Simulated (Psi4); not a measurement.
**BHLYP/aug-cc-pVTZ run of SiH2 (SMILES [SiH2])**

Aim: the vertical electron affinity of SiH2 at BHLYP/aug-cc-pVTZ, from 2 runs. 

The calculation is run with Psi4 1.11.

2 further runs of the same task are left out: 2 set aside as unsound or not needed.

## Step 1: The structure to begin with

SiH2 has 3 atoms, charge 0, and is taken as a singlet. As SMILES, `[SiH2]`. The coordinates come from a PBE0-D4/def2-TZVP relaxation.

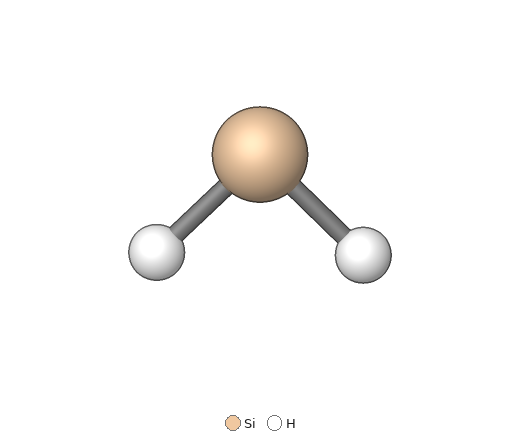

Viewed from a chosen angle; silicon light orange, hydrogen white.

## Step 2: Energy and gradient at BHLYP/aug-cc-pVTZ

The input, job.inp:

```
memory 1.6 GB

molecule m {
  Si
  H 1 1.525397
  H 1 1.525426 2 91.17418
  symmetry c1
  no_reorient
  no_com
}

set {
  basis                aug-cc-pVTZ
  puream               true
  e_convergence        1e-09
  d_convergence        1e-08
  scf_type             pk
  dft_radial_points    99
  dft_spherical_points 590
}

E, wfn = gradient("bhhlyp", return_wfn=True)
oeprop(wfn, "MULLIKEN_CHARGES", "WIBERG_LOWDIN_INDICES", "MAYER_INDICES", title="BHHLYP")
print_variables()
```

Command:

```console
$ psi4 -i job.inp -o job.out -n 1
```

job.out:

```text
[...]
  Running in c1 symmetry.
[...]
  Nuclear repulsion =    9.956245088352896
[...]
  Multiplicity = 1
[...]
  Nalpha       = 8
  Nbeta        = 8
[...]
    Number of basis functions: 96
[...]
   @RKS iter   1:  -290.60482119140124   -4.58699e-01   2.02412e-03 DIIS/ADIIS
[...]
   @RKS iter   8:  -290.61953602739885   -2.01226e-11   4.12153e-09 DIIS
[...]
    Orbital Energies [Eh]
    ---------------------
    Doubly Occupied:
       1A    -67.177452     2A     -5.628196     3A     -3.894299
       4A     -3.888402     5A     -3.886405     6A     -0.578856
       7A     -0.383084     8A     -0.287404
[...]
  @RKS Final Energy:  -290.61953602739885
   => Energetics <=
    Nuclear Repulsion Energy =              9.9562450883528957
    One-Electron Energy =                -421.7686125245049880
    Two-Electron Energy =                 132.2771926908141609
    DFT Exchange-Correlation Energy =     -11.0843612820609874
    Empirical Dispersion Energy =           0.0000000000000000
    VV10 Nonlocal Energy =                  0.0000000000000000
    Total Energy =                       -290.6195360273989081
[...]
 Multipole Moments:
 ------------------------------------------------------------------------------------
     Multipole            Electronic (a.u.)      Nuclear  (a.u.)        Total (a.u.)
 ------------------------------------------------------------------------------------
 L = 1.  Multiply by 2.5417464519 to convert [e a0] to [Debye]
 Dipole X            :          1.2989079           -1.3325372           -0.0336293
 Dipole Y            :          1.2725029           -1.3054798           -0.0329769
 Dipole Z            :          0.0000000            0.0000000            0.0000000
 Magnitude           :                                                    0.0470999
[...]
  -Total Gradient:
     Atom            X                  Y                   Z
    ------   -----------------  -----------------  -----------------
       1        0.004624261686     0.004521981148     0.000000000000
       2       -0.001025700323    -0.003569754639     0.000000000000
       3       -0.003598474221    -0.000952141711     0.000000000000
[...]
  Mulliken Charges: (a.u.)
   Center  Symbol    Alpha    Beta     Spin     Total
       1    SI     6.86502  6.86502  0.00000  0.26996
       2     H     0.56749  0.56749  0.00000 -0.13497
       3     H     0.56749  0.56749  0.00000 -0.13499
   Total alpha =  8.00000, Total beta =  8.00000, Total charge =  0.00000
  Mayer Bond Indices:
[...]
```

It took 14 s on 1 thread of Intel Xeon 6975P-C (Granite Rapids), shared host; peak memory 1 GiB.

## Step 3: The doublet anion

The input, calc.py:

```python
import psi4

psi4.set_memory(1600000000)
psi4.set_num_threads(1)
psi4.core.set_output_file('output.dat', False)

molecule = psi4.geometry("""
-1 2
Si
H 1 1.525397
H 1 1.525426 2 91.17418
symmetry c1
no_reorient
no_com
""")

psi4.set_options({
    'reference': 'uks',
    'puream': True,
    'e_convergence': 1e-09,
    'd_convergence': 1e-08,
    'scf_type': 'pk',
    'dft_radial_points': 99,
    'dft_spherical_points': 590,
    'maxiter': 200,
})

e, wfn = psi4.gradient("bhhlyp/aug-cc-pVTZ", return_wfn=True)
psi4.oeprop(wfn, "MAYER_INDICES", "MULLIKEN_CHARGES", "WIBERG_LOWDIN_INDICES", title="BHHLYP")
print('gradient / Eh bohr^-1')
print(e.np.round(6))
print(f'energy = {wfn.energy():.10f} Eh')
for k, v in sorted(psi4.core.scalar_variables().items()):
    print(f'{k:45s} {v:18.10f}')
```

Command:

```console
$ python calc.py
```

output.dat (excerpt; [...] marks lines left out):

```text
[...]
  Running in c1 symmetry.
[...]
  Nuclear repulsion =    9.956245088352896
[...]
  Multiplicity = 2
[...]
  Nalpha       = 9
  Nbeta        = 8
[...]
    Number of basis functions: 96
[...]
   @UKS iter   1:  -290.56879751535894   -4.22675e-01   3.49614e-03 ADIIS/DIIS
[...]
   @UKS iter  11:  -290.65606235790250   -1.10845e-11   4.07636e-09 DIIS
[...]
   @S^2 Observed:                7.578205731E-01
[...]
  @UKS Final Energy:  -290.65606235790250
   => Energetics <=
    Nuclear Repulsion Energy =              9.9562450883528957
    One-Electron Energy =                -425.8645302150405314
    Two-Electron Energy =                 136.4335529477048681
    DFT Exchange-Correlation Energy =     -11.1813301789196586
    Empirical Dispersion Energy =           0.0000000000000000
    VV10 Nonlocal Energy =                  0.0000000000000000
    Total Energy =                       -290.6560623579024423
[...]
 Multipole Moments:
 ------------------------------------------------------------------------------------
     Multipole            Electronic (a.u.)      Nuclear  (a.u.)        Total (a.u.)
 ------------------------------------------------------------------------------------
 L = 1.  Multiply by 2.5417464519 to convert [e a0] to [Debye]
 Dipole X            :          1.3011062           -1.3325372           -0.0314309
 Dipole Y            :          1.2746467           -1.3054798           -0.0308330
 Dipole Z            :          0.0000000            0.0000000            0.0000000
 Magnitude           :                                                    0.0440293
[...]
  -Total Gradient:
     Atom            X                  Y                   Z
    ------   -----------------  -----------------  -----------------
       1       -0.001715493010    -0.001688625867     0.000000000000
       2       -0.002093882688     0.003861131126     0.000000000000
       3        0.003809520942    -0.002172363596     0.000000000000
[...]
  Mulliken Charges: (a.u.)
   Center  Symbol    Alpha    Beta     Spin     Total
       1    SI     7.86166  6.86965  0.99200 -0.73131
       2     H     0.56917  0.56517  0.00400 -0.13434
       3     H     0.56917  0.56518  0.00400 -0.13435
   Total alpha =  9.00000, Total beta =  8.00000, Total charge = -1.00000
  Mayer Bond Indices:
  Total Bond Index:
  Irrep: 1 Size: 3 x 3
[...]
```

On the terminal:

```text
gradient / Eh bohr^-1
[[-0.001715 -0.001689  0.      ]
 [-0.002094  0.003861  0.      ]
 [ 0.00381  -0.002172  0.      ]]
energy = -290.6560623579 Eh
CURRENT ENERGY                                   -290.6560623579
CURRENT REFERENCE ENERGY                         -290.6560623579
DD SOLVATION ENERGY                                 0.0000000000
DFT FUNCTIONAL TOTAL ENERGY                      -290.6560623579
DFT TOTAL ENERGY                                 -290.6560623579
DFT VV10 ENERGY                                     0.0000000000
DFT XC ENERGY                                     -11.1813301789
GRID ELECTRONS ALPHA                                9.0000104444
GRID ELECTRONS BETA                                 8.0000013063
GRID ELECTRONS TOTAL                               17.0000117507
NUCLEAR REPULSION ENERGY                            9.9562450884
ONE-ELECTRON ENERGY                              -425.8645302150
PCM POLARIZATION ENERGY                             0.0000000000
PE ENERGY                                           0.0000000000
SCF ITERATION ENERGY                             -290.6560623579
SCF ITERATIONS                                     11.0000000000
SCF TOTAL ENERGY                                 -290.6560623579
TWO-ELECTRON ENERGY                               136.4335529477
XC GRID RADIAL POINTS                              99.0000000000
XC GRID SPHERICAL POINTS                          590.0000000000
XC GRID TOTAL POINTS                           171165.0000000000
```

Run time: 17 s. Hardware: 1 thread of Intel Xeon 6975P-C (Granite Rapids), shared host; peak memory 1 GiB.

## Step 4: Summary of results

At BHLYP/aug-cc-pVTZ:

```
                                         quantity          value
                       singlet SiH2: total energy  -290.61954 Eh
                      singlet SiH2: dipole moment         0.12 D
                        singlet SiH2: HOMO energy       -7.82 eV
                        singlet SiH2: LUMO energy       -2.17 eV
                      singlet SiH2: HOMO–LUMO gap        5.65 eV
           singlet SiH2: largest force on an atom     0.333 eV/Å
                      doublet anion: total energy  -290.65606 Eh
doublet anion: HOMO energy (highest over α and β)        0.14 eV
 doublet anion: LUMO energy (lowest over α and β)        3.45 eV
                              doublet anion: ⟨S²⟩          0.758
          doublet anion: largest force on an atom     0.226 eV/Å
vertical electron affinity (to the doublet anion)       0.994 eV
```

What this shows: At fixed nuclei the extra electron is bound by 0.99 eV (95.9 kJ/mol). The largest force (singlet SiH2) is 0.33 eV/Å: the shape isn't a stationary point for this species at this level. Mulliken charges (doublet anion) run from -0.73 on Si1 to -0.13 on H2; in a basis this large or diffuse they mean little. The HOMO (doublet anion) lies at positive energy, 0.14 eV; only total energies tell whether the electron is bound.
